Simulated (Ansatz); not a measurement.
# CH$_{2}$AlGeO (doublet): what the fields show

```yaml
atoms:
  - { symbol: C, position_ang: [1.1192, -0.5822, 3.1230] }
  - { symbol: Al, position_ang: [0.0391, -0.5561, 1.4383] }
  - { symbol: Ge, position_ang: [1.6684, 1.2826, 2.5297] }
  - { symbol: O, position_ang: [0.7745, 0.9983, 0.9853] }
  - { symbol: H, position_ang: [0.6940, -0.7146, 4.1330] }
  - { symbol: H, position_ang: [1.9777, -1.2799, 3.0367] }
```

Geometry: r2SCAN-D4/def2-SVP.

Method: isolated molecule in a Gaussian basis; Kohn-Sham density functional theory, functional PBE0 in Ansatz.

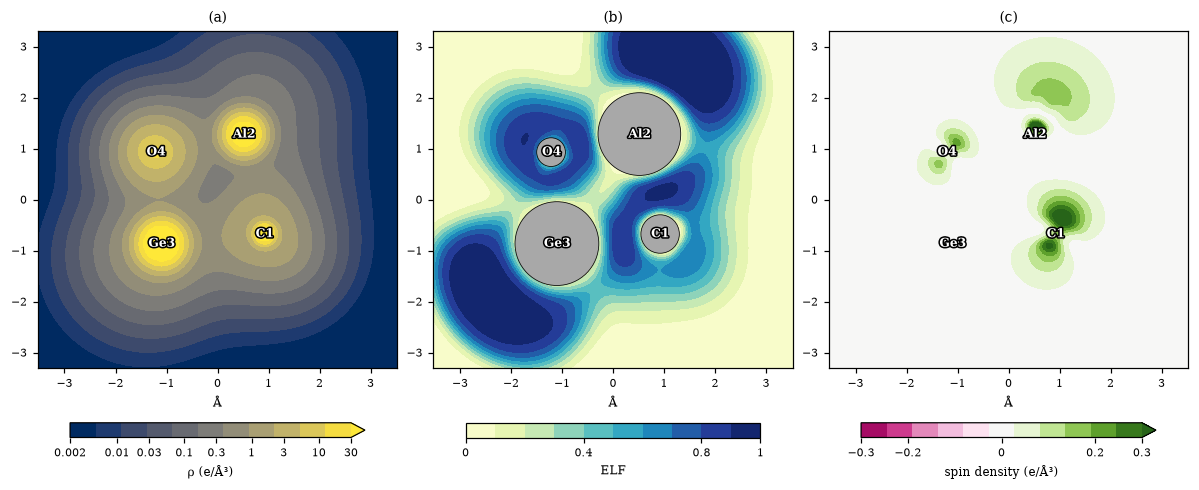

Figure 1. (a) electron density; (b) electron localisation function; (c) spin density (α minus β) on the plane of atoms Al2, C1 and Ge3. Grey discs cover the atomic cores in the ELF map.

> Read the bonding off the picture.

The section cuts through C, Al, Ge and O sites.
Al–O (1.78 Å): ρ is about 0.78 e/Å³ halfway; the ELF peaks at about 0.85 in the valence shell of O, 0.6 Å from its nucleus, and is about 0.50 at the midpoint.
Ge–O (1.81 Å): ρ is about 0.93 e/Å³ halfway; the ELF peaks at about 0.85 in the valence shell of O, 0.6 Å from its nucleus, and is about 0.30 at the midpoint.
C–Al (2.00 Å): the density is about 0.62 e/Å³ at the midpoint; the ELF peaks at about 0.90 between the atoms; a polar covalent bond.
C–Ge (2.03 Å): ρ is about 0.76 e/Å³ halfway; the ELF peaks at about 0.90 in the valence shell of C, 0.7 Å from its nucleus, and is about 0.70 at the midpoint.
The ELF also peaks beside O4, away from the bonds: non-bonding electrons, paired or unpaired.
The unpaired spin (1 electron) lies mostly on Al2 (about 0.7) and C1 (about 0.2), in electrons by Hirshfeld's partition.

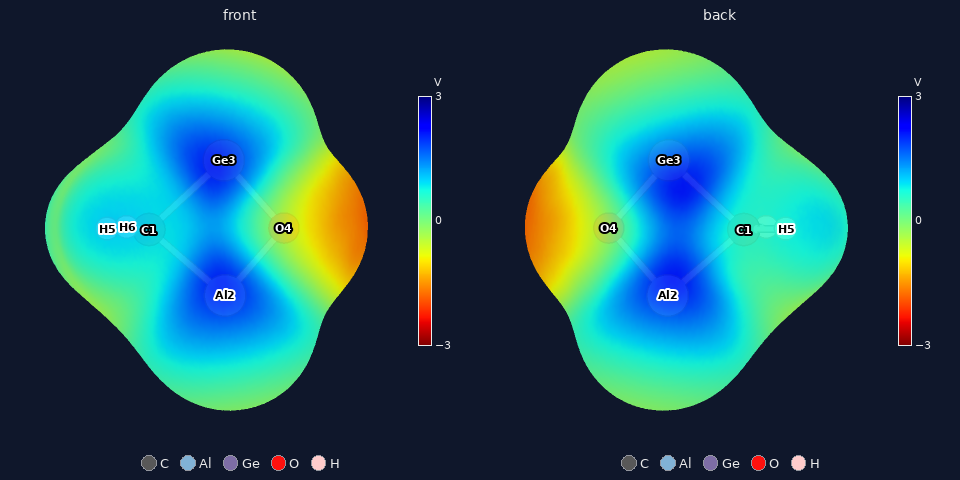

Figure 2. The molecular electrostatic potential painted on the density surface at 0.002 e/bohr³, seen from the front and from behind; red is negative and blue positive.

> Describe the electrostatic potential map.

The most negative region (about −1.7 V) lies over O4, the most positive (about +2.1 V) over Al2 and Ge3. O4 is the likeliest acceptor of a hydrogen bond.

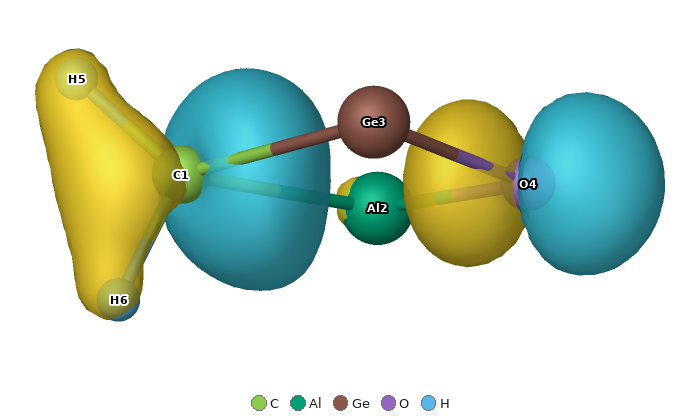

Figure 3. The HOMO−1 (β) at ±0.2 Å⁻³ᐟ² (yellow and cyan are the two phases), seen from one side.

> What is the character of this orbital?

By Hirshfeld shares it lies mainly on O4 (about 40 %), C1 (about 30 %) and Al2 (about 15 %). Its energy is −8.16 eV.

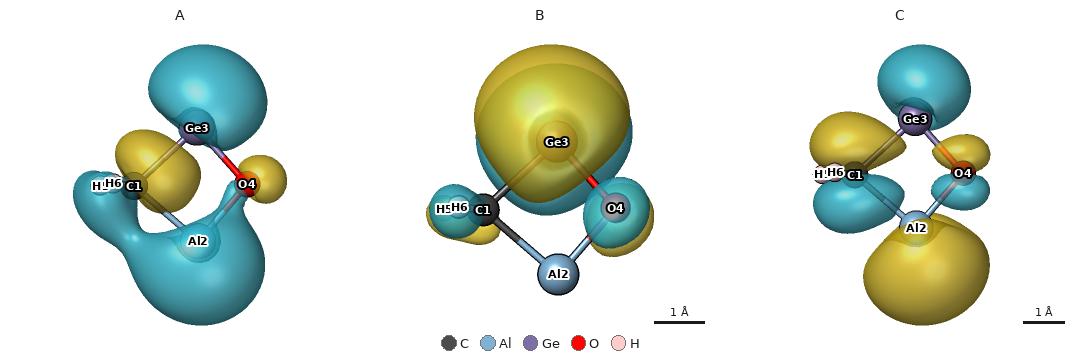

Figure 4. Three frontier orbitals at ±0.08 Å⁻³ᐟ² (yellow and cyan are the two phases), in no order.

> Which picture is the HOMO−1, the HOMO and the LUMO? All are α orbitals.

A is the HOMO−1 (α) (−7.28 eV). By Hirshfeld shares it lies mainly on Ge3 (about 40 %), Al2 (about 35 %) and C1 (about 20 %). C is the HOMO (α) (−5.39 eV). By Hirshfeld shares it lies mainly on Al2 (about 50 %), C1 (about 20 %), Ge3 (about 20 %) and O4 (about 5 %). B is the LUMO (α) (−2.11 eV). It lies mainly on Ge3 (about 80 %) and O4 (about 10 %).

> What is the gap between the highest occupied and lowest empty α orbitals?

3.28 eV between the orbital energies.
